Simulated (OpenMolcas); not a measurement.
# CH6Si (methylsilane): a chain of runs

Wanted: a single-point energy (HF/ANO-R0), then a single-point energy (CASSCF(2,2)/ANO-R1), then an energy scan (CASPT2(2,2)/ANO-R1), then an energy scan (SC-NEVPT2(2,2)/ANO-R1), then an energy scan (MC-PDFT[tPBE](2,2)/ANO-R1) of CH6Si (methylsilane). 

Program for the calculation: OpenMolcas 26.06.

**1. The structure to begin with**

CH6Si: 8 atoms, total charge 0, spin state singlet. SMILES: `C[SiH3]`. The coordinates come from a PBE0-D4/def2-TZVP relaxation.

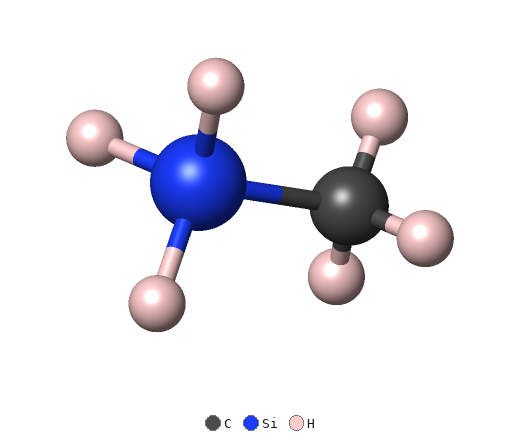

The structure, seen from a chosen angle (carbon dark grey, silicon blue, hydrogen pink).

**2. A single-point energy at HF/ANO-R0 (sfX2C) (run 1)**

coord.xyz reads:

```xyz
8

C     -0.181500     0.239740    -0.940300
Si     0.162420    -0.214550     0.841500
H     -1.240470     0.112510    -1.175580
H      0.395470    -0.391420    -1.619800
H      0.086600     1.280720    -1.133860
H     -0.624960     0.646220     1.765390
H      1.605560    -0.040010     1.159870
H     -0.203110    -1.633210     1.102780
```

step1.inp reads:

```
&GATEWAY
 Coord = coord.xyz
 Basis = ANO-R0
 Group = NoSym

&SEWARD

&SCF
 PrOrbitals = 0

&LOCALISATION
 Occupied
 Freeze
 Pipek-Mezey

&LOCALISATION
 FileOrb = $Project.LocOrb
 Virtual
 Pipek-Mezey
```

Started as:

```
$ export MOLCAS_MEM=1860
$ pymolcas step1.inp > step1.log
```

Standard output:

```text
--- Start Module: gateway ---
[...]
--- Stop Module: gateway /rc=_RC_ALL_IS_WELL_ ---
[...]
      Basis functions           20
[...]
       Convergence after   9 Iterations
[...]
::    Total SCF energy                               -330.3649616308
[...]
      Total spin, S                                     0.0000000000
[...]
      Total electronic charge=   26.000000
      Total            charge=   -0.000000
[...]
      Dipole Moment (debye):
      Origin of the operator (angstrom)=    0.0518   -0.0685    0.2685
                   X= -2.7386E-01               Y=  3.6174E-01               Z= -1.4188E+00           Total=  1.4895E+00
      Quadrupole Moment (debye*angstrom):
[...]
--- Start Module: localisation ---
[...]
--- Stop Module: localisation /rc=_RC_ALL_IS_WELL_ ---
--- Start Module: localisation ---
[...]
--- Stop Module: localisation /rc=_RC_ALL_IS_WELL_ ---
[...]
```

Run time: 3.3 s. Hardware: 1 thread of Intel Xeon Platinum 8259CL at 2.50GHz (Skylake/Cascade Lake), shared host; peak memory 0.41 GiB.

**3. The energy at CASSCF(2,2)/ANO-R1 (sfX2C) (run 2)**

coord.xyz is that of step 2.

step2.inp reads:

```
&GATEWAY
  Coord = coord.xyz
  Basis = ANO-R0
  Group = NoSym

&SEWARD

&RASSCF
  FileOrb = $CurrDir/step1.LocOrb
  Alter = 2
  1 9 13
  1 14 20
  Spin = 1
  Nactel = 2 0 0
  Inactive = 12
  Ras2 = 2
  OrbListing = Nothing
>>> COPY $Project.RunFile RUNFIL1
>>> COPY $Project.RasOrb INPORB

&GATEWAY
  Coord = coord.xyz
  Basis = ANO-R1
  Group = NoSym

&SEWARD
>>> COPY $Project.RunFile RUNFIL2

&EXPBAS

&RASSCF
  FileOrb = $Project.ExpOrb
  Spin = 1
  Nactel = 2 0 0
  Inactive = 12
  Ras2 = 2
  OrbListing = Nothing
  OrbAppear = Compact
```

Started as:

```
$ export MOLCAS_MEM=1860
$ pymolcas step2.inp > step2.log
```

Standard output:

```text
--- Start Module: gateway ---
[...]
--- Stop Module: gateway /rc=_RC_ALL_IS_WELL_ ---
[...]
      Basis functions           20
[...]
      Number of active orbitals                  2
[...]
      Spin quantum number                      0.0
[...]
      Active orbitals                            2
[...]
      Number of CSFs                             3
[...]
      Number of root(s) required                 1
[...]
      Convergence after 13 iterations
[...]
      printout of CI-coefficients larger than  0.05 for root  1
      energy=    -330.375742
      conf/sym  11     Coeff  Weight
             1  20   0.99568 0.99137
             3  02  -0.09287 0.00863
      Natural orbitals and occupation numbers for root  1
      sym 1:   1.982750   0.017250
      ************************************************************************************************************************
      *                                                    Final results                                                     *
[...]
::    RASSCF root number  1 Total energy:   -330.37574221
[...]
      Basis functions           62
[...]
--- Start Module: expbas ---
[...]
--- Stop Module: expbas /rc=_RC_ALL_IS_WELL_ ---
--- Start Module: rasscf ---
[...]
      Convergence after 14 iterations
[...]
      Natural orbitals and occupation numbers for root  1
      sym 1:   1.983213   0.016787
      ************************************************************************************************************************
      *                                                    Final results                                                     *
[...]
::    RASSCF root number  1 Total energy:   -330.94834792
[...]
      Total electronic charge=   26.000000
      Total            charge=   -0.000000
[...]
      Dipole Moment (debye):
      Origin of the operator (angstrom)=    0.0518   -0.0685    0.2685
                   X= -1.1987E-01               Y=  1.8408E-01               Z= -7.0958E-01           Total=  7.4281E-01
      Quadrupole Moment (debye*angstrom):
[...]
--- Stop Module: rasscf /rc=_RC_ALL_IS_WELL_ ---
[...]
```

Wall time 13 s (1 thread of Intel Xeon Platinum 8259CL at 2.50GHz (Skylake/Cascade Lake), shared host); peak memory 0.41 GiB.

**4. An energy scan at CASPT2(2,2)/ANO-R1 (sfX2C, ipea shift 0.25 Eh, pt2 variant SS) (run 3)**

step3.inp reads:

```
>>> COPY $CurrDir/step2.RasOrb $Project.RasOrb
>>> ForEach K in (1, 2, 3, 4, 5, 6, 7, 8, 9)

&gateway
  coord
  $CurrDir/point$K.xyz
  basis
  ANO-R1
  group
  NoSym

&seward

&rasscf
  fileorb
  $Project.RasOrb
  spin
  1
  nactel
  2 0 0
  inactive
  12
  ras2
  2
  orblisting
  Nothing
  orbappear
  Compact

&caspt2
  imaginary
  0.2
  frozen
  6
>>> EndDo
```

Started as:

```
$ export MOLCAS_MEM=1860
$ pymolcas step3.inp > step3.log
```

Standard output, cut to the lines that bear on the results:

```text
[...]
      Basis functions           62
[...]
      Number of active orbitals                  2
[...]
      Spin quantum number                      0.0
[...]
      Active orbitals                            2
[...]
      Number of CSFs                             3
[...]
      Number of root(s) required                 1
[...]
      Convergence after 10 iterations
[...]
      Natural orbitals and occupation numbers for root  1
      sym 1:   1.988323   0.011677
      ************************************************************************************************************************
      *                                                    Final results                                                     *
[...]
::    RASSCF root number  1 Total energy:   -330.93701907
[...]
      E2 (Variational):          -0.2480409996
[...]
::    CASPT2 Root  1     Total energy:   -331.18506007
[...]
      Convergence after 10 iterations
[...]
      Natural orbitals and occupation numbers for root  1
      sym 1:   1.983226   0.016774
      ************************************************************************************************************************
      *                                                    Final results                                                     *
[...]
      Convergence after 11 iterations
[...]
      Natural orbitals and occupation numbers for root  1
      sym 1:   1.855140   0.144860
      ************************************************************************************************************************
      *                                                    Final results                                                     *
[...]
      Convergence after 10 iterations
[...]
      Natural orbitals and occupation numbers for root  1
      sym 1:   1.718957   0.281043
      ************************************************************************************************************************
      *                                                    Final results                                                     *
[...]
      Convergence after 10 iterations
[...]
::    RASSCF root number  1 Total energy:   -330.79574383
[...]
::    CASPT2 Root  1     Total energy:   -331.03006652
[...]
      Convergence after  9 iterations
[...]
::    RASSCF root number  1 Total energy:   -330.78545054
[...]
      E2 (Variational):          -0.2322604211
[...]
::    CASPT2 Root  1     Total energy:   -331.01771096
[...]
```

Wall time 81 s (1 thread of Intel Xeon Platinum 8259CL at 2.50GHz (Skylake/Cascade Lake), shared host); peak memory 0.42 GiB.

The scan, from its lowest point:

```csv
H3–C1 (Å),energy (kJ/mol)
0.983,27.8
1.092,0.0
1.201,13.2
1.365,69.3
1.584,164.4
1.857,273.1
2.184,367.1
2.621,434.7
3.277,467.2
```

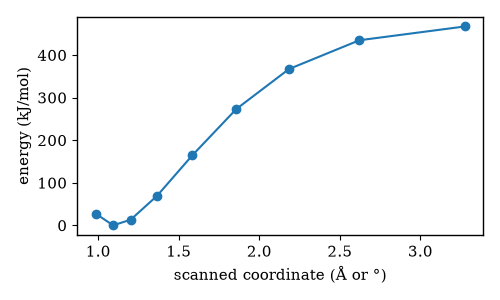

Energy along the scan.

**5. An energy scan at SC-NEVPT2(2,2)/ANO-R1 (sfX2C, pt2 variant SC-NEVPT2) (run 4)**

step4.inp reads:

```
>>> COPY $CurrDir/step2.RasOrb $Project.RasOrb
>>> ForEach K in (1, 2, 3, 4, 5, 6, 7, 8, 9)

&gateway
  coord = $CurrDir/point$K.xyz
  basis = ANO-R1
  group = NoSym

&seward

&rasscf
  fileorb = $Project.RasOrb
  spin = 1
  nactel = 2 0 0
  inactive = 12
  ras2 = 2
  orblisting = Nothing
  orbappear = Compact

&caspt2
  sc-nevpt2
  frozen = 6
>>> EndDo
```

Started as:

```
$ export MOLCAS_MEM=1860
$ pymolcas step4.inp > step4.log
```

Standard output, cut to the lines that bear on the results:

```text
[...]
      Basis functions           62
[...]
      Number of active orbitals                  2
[...]
      Spin quantum number                      0.0
[...]
      Active orbitals                            2
[...]
      Number of CSFs                             3
[...]
      Number of root(s) required                 1
[...]
      Convergence after 10 iterations
[...]
      Natural orbitals and occupation numbers for root  1
      sym 1:   1.988323   0.011677
      ************************************************************************************************************************
      *                                                    Final results                                                     *
[...]
::    RASSCF root number  1 Total energy:   -330.93701907
[...]
      E2 (Variational):          -0.2448583698
[...]
::    SC-NEVPT2 Root  1     Total energy:   -331.18184225
[...]
      Convergence after 10 iterations
[...]
      Natural orbitals and occupation numbers for root  1
      sym 1:   1.983226   0.016774
      ************************************************************************************************************************
      *                                                    Final results                                                     *
[...]
      Convergence after 11 iterations
[...]
      Natural orbitals and occupation numbers for root  1
      sym 1:   1.855140   0.144860
      ************************************************************************************************************************
      *                                                    Final results                                                     *
[...]
      Convergence after 10 iterations
[...]
      Natural orbitals and occupation numbers for root  1
      sym 1:   1.718957   0.281043
      ************************************************************************************************************************
      *                                                    Final results                                                     *
[...]
      Convergence after 10 iterations
[...]
::    RASSCF root number  1 Total energy:   -330.79574383
[...]
::    SC-NEVPT2 Root  1     Total energy:   -331.02753736
[...]
      Convergence after  9 iterations
[...]
::    RASSCF root number  1 Total energy:   -330.78545054
[...]
      E2 (Variational):          -0.2299456216
[...]
::    SC-NEVPT2 Root  1     Total energy:   -331.01539616
[...]
```

Run time: 78 s. Hardware: 1 thread of Intel Xeon Platinum 8259CL at 2.50GHz (Skylake/Cascade Lake), shared host; peak memory 0.41 GiB.

The scan, from its lowest point:

```csv
H3–C1 (Å),energy (kJ/mol)
0.983,28.9
1.092,0.0
1.201,12.1
1.365,67.1
1.584,161.6
1.857,270.7
2.184,365.8
2.621,434.0
3.277,465.9
```

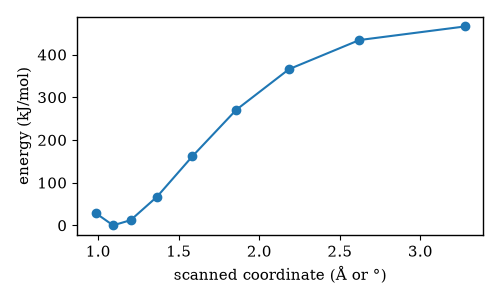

Energy along the scan.

**6. An energy scan at MC-PDFT[tPBE](2,2)/ANO-R1 (sfX2C) (run 5)**

step5.inp reads:

```
>>> COPY $CurrDir/step2.RasOrb $Project.RasOrb
>>> ForEach K in (1, 2, 3, 4, 5, 6, 7, 8, 9)

&gateway
  coord=$CurrDir/point$K.xyz
  basis=ANO-R1
  group=NoSym

&seward

&rasscf
  fileorb=$Project.RasOrb
  spin=1
  nactel=2 0 0
  inactive=12
  ras2=2
  orblisting=Nothing
  orbappear=Compact

&mcpdft
  ksdft=T:PBE
>>> EndDo
```

Started as:

```
$ export MOLCAS_MEM=1860
$ pymolcas step5.inp > step5.log
```

Standard output, cut to the lines that bear on the results:

```text
--- Start Module: gateway ---
[...]
      Basis functions           62
[...]
      Number of active orbitals                  2
[...]
      Spin quantum number                      0.0
[...]
      Active orbitals                            2
[...]
      Number of CSFs                             3
[...]
      Number of root(s) required                 1
[...]
      Convergence after 10 iterations
[...]
      Natural orbitals and occupation numbers for root  1
      sym 1:   1.988323   0.011677
      ************************************************************************************************************************
      *                                                    Final results                                                     *
[...]
::    RASSCF root number  1 Total energy:   -330.93701907
[...]
::    MCPDFT root number  1 Total energy:   -331.60311437
[...]
      Convergence after 10 iterations
[...]
      Natural orbitals and occupation numbers for root  1
      sym 1:   1.983226   0.016774
      ************************************************************************************************************************
      *                                                    Final results                                                     *
[...]
      Convergence after 11 iterations
[...]
      Natural orbitals and occupation numbers for root  1
      sym 1:   1.855140   0.144860
      ************************************************************************************************************************
      *                                                    Final results                                                     *
[...]
      Convergence after 10 iterations
[...]
      Natural orbitals and occupation numbers for root  1
      sym 1:   1.718957   0.281043
      ************************************************************************************************************************
      *                                                    Final results                                                     *
[...]
      Convergence after 10 iterations
[...]
::    RASSCF root number  1 Total energy:   -330.79574383
[...]
::    MCPDFT root number  1 Total energy:   -331.44003841
[...]
      Convergence after  9 iterations
[...]
::    RASSCF root number  1 Total energy:   -330.78545054
[...]
      Total electronic charge=   26.000000
      Total            charge=   -0.000000
[...]
::    MCPDFT root number  1 Total energy:   -331.42680461
[...]
```

It took 86 s on 1 thread of Intel Xeon Platinum 8259CL at 2.50GHz (Skylake/Cascade Lake), shared host; peak memory 0.42 GiB.

The scan, from its lowest point:

| H3–C1 (Å) | energy (kJ/mol) |
| --- | --- |
| 0.983 | 27.9 |
| 1.092 | 0.0 |
| 1.201 | 12.7 |
| 1.365 | 68.5 |
| 1.584 | 164.5 |
| 1.857 | 277.4 |
| 2.184 | 379.4 |
| 2.621 | 456.0 |
| 3.277 | 490.8 |

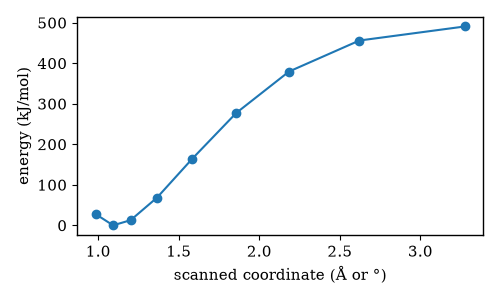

Energy along the scan.

**7. Outcome**

```
                                                   quantity          value
                             run 1, HF/ANO-R0: total energy  -330.36496 Eh
                            run 1, HF/ANO-R0: dipole moment         1.49 D
                              run 1, HF/ANO-R0: HOMO energy      -13.96 eV
                              run 1, HF/ANO-R0: LUMO energy        3.01 eV
                            run 1, HF/ANO-R0: HOMO–LUMO gap       16.97 eV
                    run 2, CASSCF(2,2)/ANO-R1: total energy  -330.94835 Eh
  run 2, CASSCF(2,2)/ANO-R1: dipole moment (CASSCF density)         0.74 D
       run 3, CASPT2(2,2)/ANO-R1: lowest energy of the scan  -331.19564 Eh
    run 4, SC-NEVPT2(2,2)/ANO-R1: lowest energy of the scan  -331.19286 Eh
run 5, MC-PDFT[tPBE](2,2)/ANO-R1: lowest energy of the scan  -331.61373 Eh
```

**Reading.** Mulliken charges (run 1, HF/ANO-R0) run from -1.04 on C1 to +0.29 on H3. Mulliken charges (run 2, CASSCF(2,2)/ANO-R1) run from -0.22 on C1 to +0.07 on H4; they depend strongly on the basis.
